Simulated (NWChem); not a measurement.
**C2H4FNSi (SMILES C[SiH](F)C#N): levels of theory compared**

We compute a comparison of 4 runs (HF/STO-3G, HF/3-21G, B3LYP/6-31G*) of C2H4FNSi. 

Program for the calculation: NWChem 7.3.0.

## 1. The system as given

C2H4FNSi has 9 atoms, charge 0, and is taken as a singlet. SMILES: `C[SiH](F)C#N`. The shape is that of a PBE0-D4/def2-TZVP optimisation.

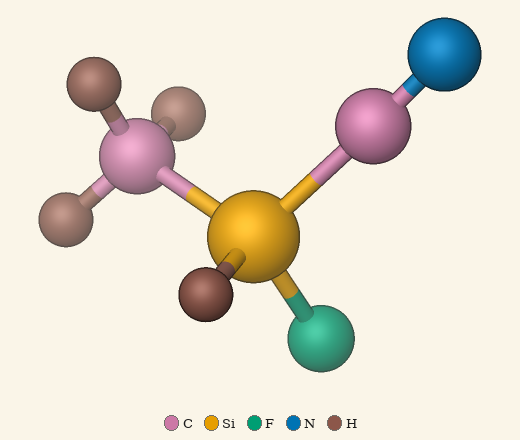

Viewed from a chosen angle; carbon pink, silicon amber, fluorine teal, nitrogen blue, hydrogen brown.

## 2. Energy and gradient at HF/STO-3G (run 1)

run.nw reads:

```
start run
memory stack 880 mb heap 220 mb global 1100 mb
charge 0

geometry units angstrom noautosym nocenter noautoz
  C       -0.717500      -1.017000      -0.140800
  Si       0.644100       0.121300       0.350100
  F        2.026300      -0.332000      -0.296700
  C        0.289000       1.816200      -0.310900
  N        0.023600       2.863900      -0.708600
  H       -0.524900      -2.026700       0.229000
  H       -1.665300      -0.671400       0.279800
  H       -0.817900      -1.055800      -1.227400
  H        0.831200       0.255200       1.808400
end

basis spherical bse
  * library STO-3G
end

scf
  thresh 1e-08
  maxiter 80
  print low
end

task scf gradient
```

The run is started by

```console
nwchem run.nw > run.out
```

The program printed:

```text
[...]
  functions       =    33
[...]
  wavefunction    = RHF
[...]
         Total SCF energy =   -514.560644436402
      One-electron energy =  -1125.288675251510
      Two-electron energy =    403.927385296336
 Nuclear repulsion energy =    206.800645518772
        Time for solution =      2.5s
[...]
                         RHF ENERGY GRADIENTS
    atom               coordinates                        gradient
                 x          y          z           x          y          z
   1 C      -1.355878  -1.921851  -0.266073    0.010543   0.005567  -0.000151
   2 Si      1.217173   0.229224   0.661593    0.001618  -0.022323  -0.029801
   3 F       3.829152  -0.627389  -0.560682   -0.015879   0.006842   0.007647
   4 C       0.546131   3.432120  -0.587516   -0.000131   0.017901  -0.008252
   5 N       0.044598   5.411986  -1.339060    0.001151  -0.009661   0.003892
   6 H      -0.991917  -3.829908   0.432747    0.003110  -0.007851   0.004187
   7 H      -3.146961  -1.268762   0.528745   -0.007298   0.005062   0.004746
   8 H      -1.545607  -1.995173  -2.319450    0.000089   0.001090  -0.009167
   9 H       1.570740   0.482258   3.417380    0.006797   0.003373   0.026899
 Task  times  cpu:        3.3s     wall:        3.3s
[...]
```

Wall time 3.9 s (1 thread of AMD EPYC 7B13 (Zen 3), shared host); peak memory 0.099 GiB.

## 3. Energy and forces at HF/3-21G (run 2)

c2h4fnsi.nw reads:

```
start c2h4fnsi
memory 2200 mb
charge 0

geometry units angstroms noautosym nocenter noautoz
 C     -0.717500    -1.017000    -0.140800
 Si     0.644100     0.121300     0.350100
 F      2.026300    -0.332000    -0.296700
 C      0.289000     1.816200    -0.310900
 N      0.023600     2.863900    -0.708600
 H     -0.524900    -2.026700     0.229000
 H     -1.665300    -0.671400     0.279800
 H     -0.817900    -1.055800    -1.227400
 H      0.831200     0.255200     1.808400
end

basis spherical bse
 * library 3-21G
end

scf
 thresh 1e-08
 maxiter 80
end

task scf gradient
```

The run is started by

```console
nwchem c2h4fnsi.nw > c2h4fnsi.out
```

The program printed:

```text
[...]
  functions       =    57
[...]
  wavefunction    = RHF
[...]
         Total SCF energy =   -518.164761117683
      One-electron energy =  -1125.890769934650
      Two-electron energy =    400.925363298195
 Nuclear repulsion energy =    206.800645518772
        Time for solution =      2.7s
[...]
                         RHF ENERGY GRADIENTS
    atom               coordinates                        gradient
                 x          y          z           x          y          z
   1 C      -1.355878  -1.921851  -0.266073    0.013535   0.009828   0.003354
   2 Si      1.217173   0.229224   0.661593    0.010257  -0.012962  -0.020193
   3 F       3.829152  -0.627389  -0.560682   -0.028688   0.009605   0.012325
   4 C       0.546131   3.432120  -0.587516    0.010386  -0.030245   0.010872
   5 N       0.044598   5.411986  -1.339060   -0.006883   0.023562  -0.008990
   6 H      -0.991917  -3.829908   0.432747    0.003185  -0.003836   0.003162
   7 H      -3.146961  -1.268762   0.528745   -0.003336   0.003142   0.002708
   8 H      -1.545607  -1.995173  -2.319450    0.000734   0.001240  -0.005201
   9 H       1.570740   0.482258   3.417380    0.000810  -0.000333   0.001962
[...]
```

It took 4.2 s on 1 thread of AMD EPYC 7B13 (Zen 3), shared host; peak memory 0.099 GiB.

## 4. Energy and forces at B3LYP/6-31G(d) (Cartesian functions) (run 3)

m1.nw reads:

```
start m1
title "C2H4FNSi gradient"
memory 2200 mb
charge 0
geometry noautosym nocenter noautoz
 C    -0.717500   -1.017000   -0.140800
 Si    0.644100    0.121300    0.350100
 F     2.026300   -0.332000   -0.296700
 C     0.289000    1.816200   -0.310900
 N     0.023600    2.863900   -0.708600
 H    -0.524900   -2.026700    0.229000
 H    -1.665300   -0.671400    0.279800
 H    -0.817900   -1.055800   -1.227400
 H     0.831200    0.255200    1.808400
end
basis cartesian
 * library 6-31G*
end
dft
 xc b3lyp
 grid xfine
 convergence energy 1e-08
 maxiter 100
 mulliken
 print low
end
task dft gradient
```

The run is started by

```console
nwchem m1.nw > m1.out
```

The program printed:

```text
[...]
 d= 0,ls=0.0,diis     1   -522.6617037708 -7.29D+02  1.81D-02  9.81D-01     3.6
[...]
 d= 0,ls=0.0,diis    11   -522.7702087821 -1.13D-09  2.15D-07  1.04D-09    32.2
         Total DFT energy =     -522.770208782051
      One electron energy =    -1130.402632270866
           Coulomb energy =      451.503849240836
    Exchange-Corr. energy =      -50.672071270793
 Nuclear repulsion energy =      206.800645518772
[...]
      Total Density - Mulliken Population Analysis
     ---------------------------------------------
    Atom       Charge   Shell Charges
 -----------   ------   -------------------------------------------------------
    1 C    6     6.69   1.99  0.67  2.15  0.67  1.18  0.02
    2 Si  14    13.22   2.00  1.99  5.96  1.02  1.69  0.13  0.22  0.21
    3 F    9     9.35   1.99  0.95  3.32  0.92  2.08  0.08
    4 C    6     5.93   1.99  0.74  1.98  0.59  0.64 -0.01
    5 N    7     7.31   1.99  0.85  2.25  1.06  1.17 -0.02
    6 H    1     0.81   0.52  0.29
    7 H    1     0.81   0.51  0.29
    8 H    1     0.80   0.51  0.29
    9 H    1     1.08   0.52  0.56
[...]
                         DFT ENERGY GRADIENTS
    atom               coordinates                        gradient
                 x          y          z           x          y          z
   1 C      -1.355878  -1.921851  -0.266073    0.002790   0.001779   0.000099
   2 Si      1.217173   0.229224   0.661593    0.004448  -0.006298  -0.005979
   3 F       3.829152  -0.627389  -0.560682   -0.012077   0.004084   0.005349
   4 C       0.546131   3.432120  -0.587516   -0.005574   0.023185  -0.009092
   5 N       0.044598   5.411986  -1.339060    0.006472  -0.025628   0.009651
   6 H      -0.991917  -3.829908   0.432747    0.000445   0.002264  -0.000184
   7 H      -3.146961  -1.268762   0.528745    0.002369   0.000112  -0.000434
   8 H      -1.545607  -1.995173  -2.319450    0.000687   0.000644   0.001948
   9 H       1.570740   0.482258   3.417380    0.000442  -0.000143  -0.001358
 Task  times  cpu:       40.7s     wall:       40.7s
[...]
```

Wall time 41 s (1 thread of AMD EPYC 7B13 (Zen 3), shared host); peak memory 0.15 GiB.

## 5. Energy and forces at B3LYP/6-31G(d) (spherical functions) (run 4)

mol.nw reads:

```
start mol
memory stack 880 mb heap 220 mb global 1100 mb

geometry units angstrom noautosym nocenter noautoz
   C       -0.717500      -1.017000      -0.140800
   Si       0.644100       0.121300       0.350100
   F        2.026300      -0.332000      -0.296700
   C        0.289000       1.816200      -0.310900
   N        0.023600       2.863900      -0.708600
   H       -0.524900      -2.026700       0.229000
   H       -1.665300      -0.671400       0.279800
   H       -0.817900      -1.055800      -1.227400
   H        0.831200       0.255200       1.808400
end

basis spherical bse
   * library 6-31G*
end

dft
   xc b3lyp
   grid xfine
   convergence energy 1e-08
   maxiter 100
   mulliken
end

task dft gradient
```

The run is started by

```console
nwchem mol.nw > mol.out
```

The program printed:

```text
[...]
          Wavefunction type:  closed shell.
          No. of atoms     :     9
          No. of electrons :    46
[...]
          Charge           :     0
          Spin multiplicity:     1
[...]
          AO basis - number of functions:    82
[...]
              XC Information
              --------------
                         B3LYP Method XC Potential
                     Hartree-Fock (Exact) Exchange  0.200
                        Slater Exchange Functional  0.800 local
                    Becke 1988 Exchange Functional  0.720 non-local
              Lee-Yang-Parr Correlation Functional  0.810
                  VWN I RPA Correlation Functional  0.190 local
[...]
 d= 0,ls=0.0,diis     1   -522.6574718787 -7.29D+02  1.79D-02  8.49D-01     3.4
[...]
 d= 0,ls=0.0,diis    11   -522.7637577458 -8.01D-10  1.90D-07  7.80D-10    30.4
         Total DFT energy =     -522.763757745765
      One electron energy =    -1130.455795561651
           Coulomb energy =      451.605042811868
    Exchange-Corr. energy =      -50.713650514754
 Nuclear repulsion energy =      206.800645518772
[...]
  wavefunction    = closed shell
                         DFT ENERGY GRADIENTS
    atom               coordinates                        gradient
                 x          y          z           x          y          z
   1 C      -1.355878  -1.921851  -0.266073    0.003006   0.001957   0.000189
   2 Si      1.217173   0.229224   0.661593    0.005170  -0.006883  -0.006655
   3 F       3.829152  -0.627389  -0.560682   -0.013066   0.004414   0.005859
   4 C       0.546131   3.432120  -0.587516   -0.005550   0.023179  -0.009083
   5 N       0.044598   5.411986  -1.339060    0.006442  -0.025618   0.009662
   6 H      -0.991917  -3.829908   0.432747    0.000431   0.002330  -0.000196
   7 H      -3.146961  -1.268762   0.528745    0.002449   0.000110  -0.000451
   8 H      -1.545607  -1.995173  -2.319450    0.000689   0.000655   0.002019
   9 H       1.570740   0.482258   3.417380    0.000429  -0.000142  -0.001344
[...]
```

It took 40 s on 1 thread of AMD EPYC 7B13 (Zen 3), shared host; peak memory 0.14 GiB.

## 6. All runs side by side

```csv
run,level,Cartesian functions,iteration cap,energy (Eh),largest force (eV/Å),wall time
1,HF/STO-3G,no,80,-514.560644,1.916,3.9 s
2,HF/3-21G,no,80,-518.164761,1.737,4.2 s
3,B3LYP/6-31G* (Cartesian functions),yes,100,-522.770209,1.447,41 s
4,B3LYP/6-31G* (spherical functions),no,100,-522.763758,1.446,40 s
```

## 7. What came out

```
                       quantity          value
            run 4: total energy  -522.76376 Eh
           run 4: dipole moment         3.65 D
             run 4: HOMO energy       -9.21 eV
             run 4: LUMO energy       -0.80 eV
           run 4: HOMO–LUMO gap        8.41 eV
run 4: largest force on an atom     1.446 eV/Å
```

**Reading.** In run 1 the basis is minimal, so the values are rough. All runs together took 89 s, the longest 41 s.
